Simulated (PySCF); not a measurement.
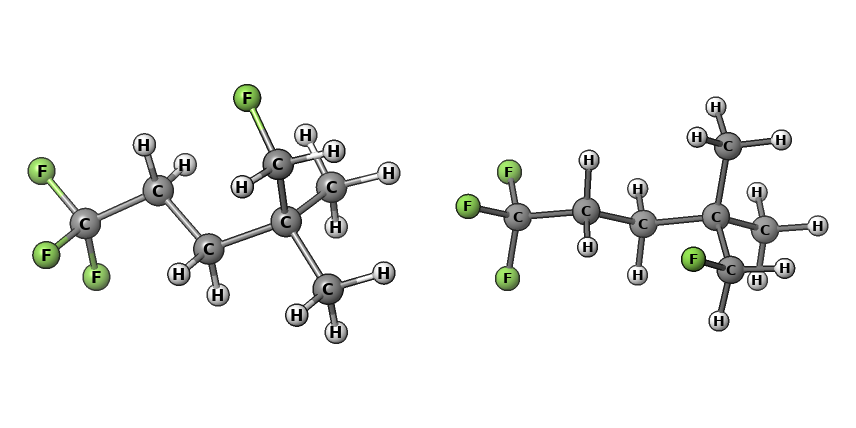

The same structure drawn twice, from different directions.

The computed structure is the end point of a PBE0-D3(BJ)/def2-SVP optimisation. No frequency run is at hand to confirm it as a minimum.

Description:

Formula C7H12F4. Its SMILES string is `CC(C)(CF)CCC(F)(F)F`. It has no ring. Among its groups: C–F bond. This geometry has C1 symmetry. Coordination: 7 C tetrahedral.

More results for the same structure follow; atom numbers are the same in all pictures, views and colours differ.

Bond orders

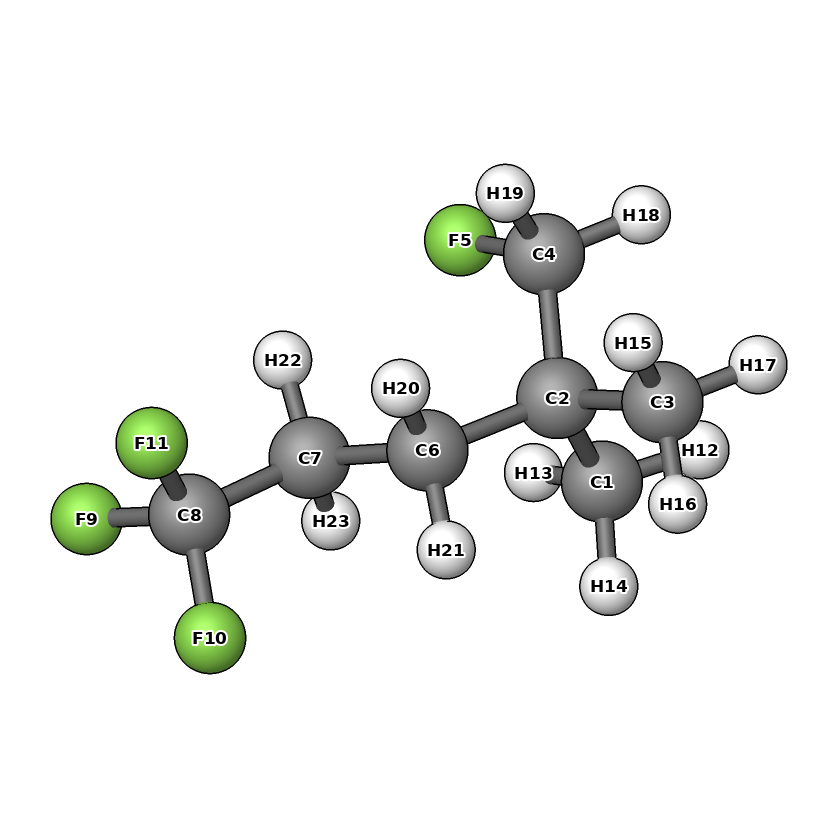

The thickness of each stick grows with its Mayer bond order. No frequency run is at hand to confirm it as a minimum. Computed with PBE0/pcSseg-1 in cyclohexane (IEF-PCM) (PySCF 2.14.0).

Which bond between heavy atoms has the lowest Mayer bond order?

C4–F5, 0.87, at 1.378 Å.

List the Mayer bond orders of C1–C2, C2–C3, C2–C4, C2–C6, C4–F5, C6–C7, C7–C8, C8–F9, C8–F10, C8–F11 (bonds between heavy atoms, one of each equivalent set).

```json
{"bond": "C1–C2", "Mayer order": "1.00", "length (Å)": "1.529"}
{"bond": "C2–C3", "Mayer order": "1.04", "length (Å)": "1.531"}
{"bond": "C2–C4", "Mayer order": "0.97", "length (Å)": "1.525"}
{"bond": "C2–C6", "Mayer order": "0.99", "length (Å)": "1.539"}
{"bond": "C4–F5", "Mayer order": "0.87", "length (Å)": "1.378"}
{"bond": "C6–C7", "Mayer order": "1.00", "length (Å)": "1.522"}
{"bond": "C7–C8", "Mayer order": "1.05", "length (Å)": "1.503"}
{"bond": "C8–F9", "Mayer order": "1.00", "length (Å)": "1.337"}
{"bond": "C8–F10", "Mayer order": "0.99", "length (Å)": "1.341"}
{"bond": "C8–F11", "Mayer order": "0.99", "length (Å)": "1.340"}
```

Charges

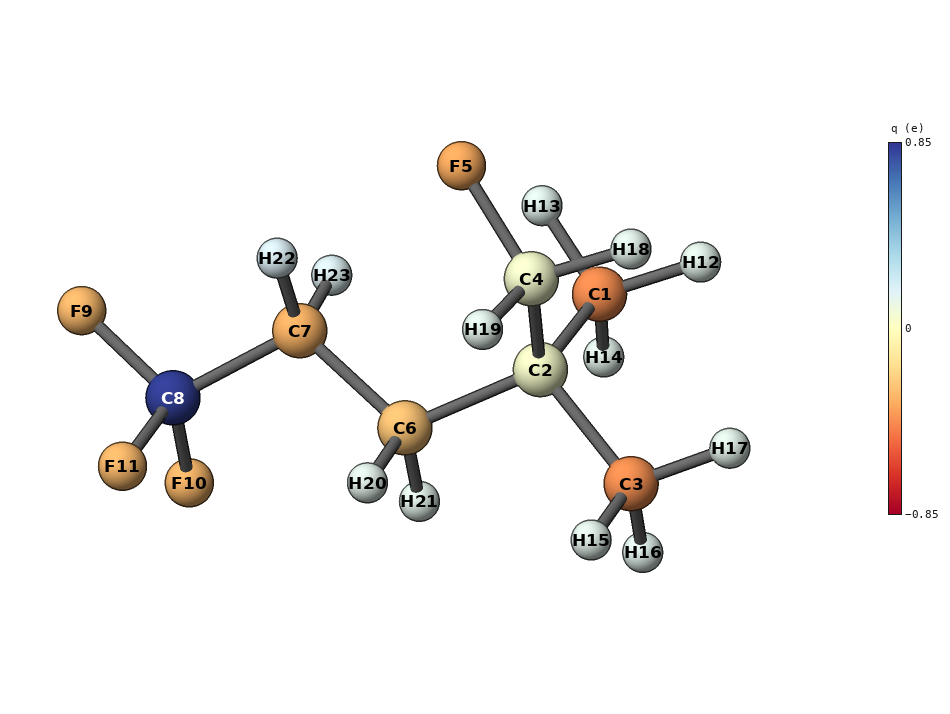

Atoms are coloured by their IAO charges. No frequency run is at hand to confirm it as a minimum. Properties computed with PBE0/pcSseg-1 in cyclohexane (IEF-PCM) (PySCF 2.14.0).

List the IAO charges.

```json
{"atom": "C1", "value (e)": "−0.41"}
{"atom": "C2", "value (e)": "0.04"}
{"atom": "C3", "value (e)": "−0.41"}
{"atom": "C4", "value (e)": "0.04"}
{"atom": "F5", "value (e)": "−0.33"}
{"atom": "C6", "value (e)": "−0.26"}
{"atom": "C7", "value (e)": "−0.31"}
{"atom": "C8", "value (e)": "0.81"}
{"atom": "F9", "value (e)": "−0.29"}
{"atom": "F10", "value (e)": "−0.29"}
{"atom": "F11", "value (e)": "−0.29"}
{"atom": "H12", "value (e)": "0.14"}
{"atom": "H13", "value (e)": "0.14"}
{"atom": "H14", "value (e)": "0.14"}
{"atom": "H15", "value (e)": "0.14"}
{"atom": "H16", "value (e)": "0.14"}
{"atom": "H17", "value (e)": "0.14"}
{"atom": "H18", "value (e)": "0.14"}
{"atom": "H19", "value (e)": "0.13"}
{"atom": "H20", "value (e)": "0.13"}
{"atom": "H21", "value (e)": "0.14"}
{"atom": "H22", "value (e)": "0.17"}
{"atom": "H23", "value (e)": "0.16"}
```

Electronic properties

No frequency run is at hand to confirm it as a minimum. Method: PBE0/pcSseg-1 in water (IEF-PCM) (PySCF 2.14.0).

What is the dipole moment?

3.88 D.

Estimate the HOMO energy (Kohn–Sham orbital).

−8.76 eV.

What is the HOMO–LUMO gap?

10.30 eV.
